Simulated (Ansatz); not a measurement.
**C₂H₅AlBr (SMILES C[CH2][Al][Br]) (doublet): density, localisation and related maps**

Input file:

```
crystal:
  periodic: [false, false, false]
  atoms:
    - {symbol: C, position_ang: [-0.532948, 0.358590, 1.754665]}
    - {symbol: C, position_ang: [0.350944, 1.617600, 1.733703]}
    - {symbol: Al, position_ang: [1.392952, 1.891271, 0.038723]}
    - {symbol: Br, position_ang: [2.447575, 0.018862, -0.835953]}
    - {symbol: H, position_ang: [0.050378, -0.550083, 1.572720]}
    - {symbol: H, position_ang: [-1.028529, 0.244210, 2.728177]}
    - {symbol: H, position_ang: [-1.321837, 0.400969, 0.994474]}
    - {symbol: H, position_ang: [1.109362, 1.571805, 2.530686]}
    - {symbol: H, position_ang: [-0.240964, 2.521674, 1.923502]}
basis:
  gaussian:
    orbitals: def2-TZVPD
output: {forces: true, orbitals: {seedname: orbitals}}
magnetization:
  spin_polarized: true
  initial_magnetization: 1
hamiltonian:
  xc: {name: PBE0}
```

Run with:

```sh
ansatz run input.yaml --threads 2 --pin off --max-ram 4350MiB --events-out events.jsonl --progress --plain --runs-dir runs
```

Geometry: B3LYP/6-31G*.

These are results of Ansatz, isolated molecule in a Gaussian basis; Kohn-Sham density functional theory, functional PBE0, not measurements.

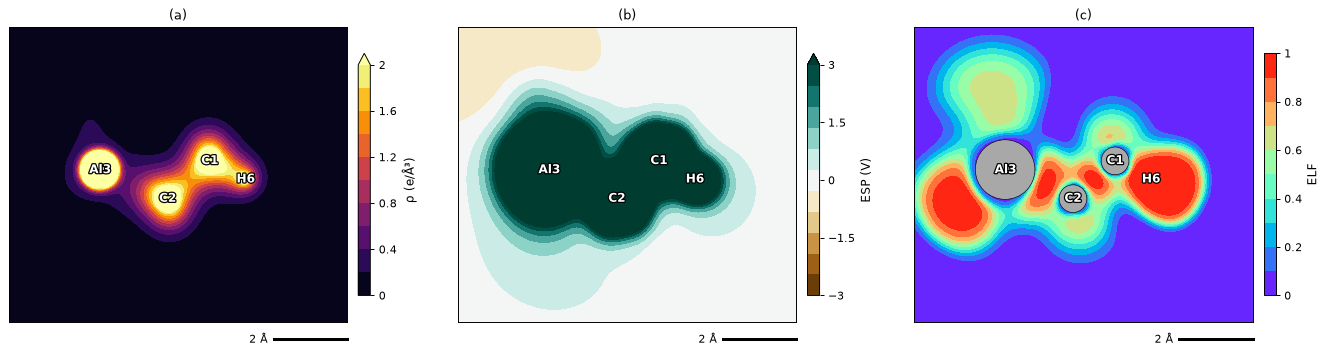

Figure 1. (a) electron density; (b) molecular electrostatic potential; (c) electron localisation function on the plane of atoms C1, C2 and Al3. Grey discs cover the atomic cores in the ELF map.

What does the map show?

Answer. Atoms in the plane: C, Al and H.
C–C (1.54 Å): the density is about 1.6 e/Å³ at the midpoint; the ELF peaks at about 0.95 between the atoms, as expected for localised, covalent bonding.
C–Al (2.01 Å): the density is about 0.66 e/Å³ at the midpoint; the ELF peaks at about 0.95 between the atoms: a polar covalent bond.
C–H (1.10 Å): ρ is about 2 e/Å³ halfway; the ELF climbs to about 1 towards the hydrogen, as it does in any bond to H; a covalent bond by its length.
Outside the dense part of the molecule the potential is most negative (−0.6 V) near Br4, which lies off the plane.

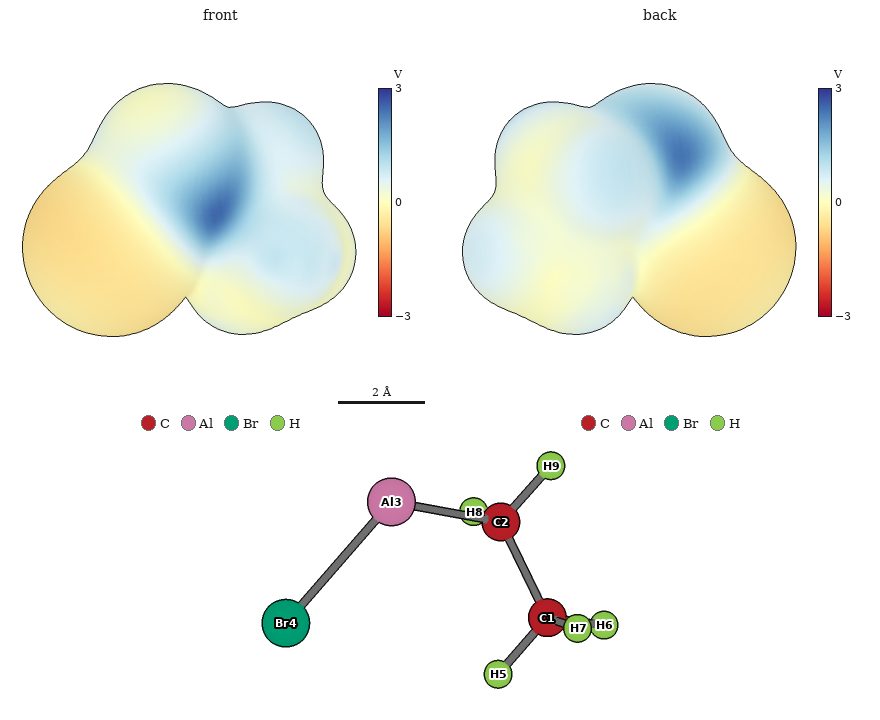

Figure 2. The electrostatic potential painted on the density surface at 0.002 e/bohr³, seen from the front and from behind; red is negative and blue positive. The bare structure is drawn below in the same view.

Which sites attract a positive test charge, and which a negative one?

Answer. A positive charge is drawn to the negative regions and a negative charge to the positive ones. The most negative region (about −0.6 V) lies over Br4, the most positive (about +2.4 V) over Al3.

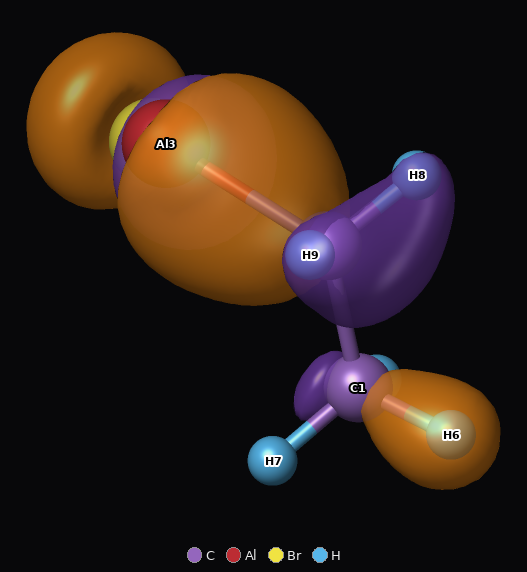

Figure 3. The HOMO (β) at ±0.15 Å⁻³ᐟ² (orange and purple are the two phases), seen at an oblique angle.

Where does this orbital lie, and at what energy?

Answer. It lies mainly on Br4 (about 30 %), C2 (about 30 %), Al3 (about 20 %) and C1 (about 5 %). Its energy is −8.02 eV.
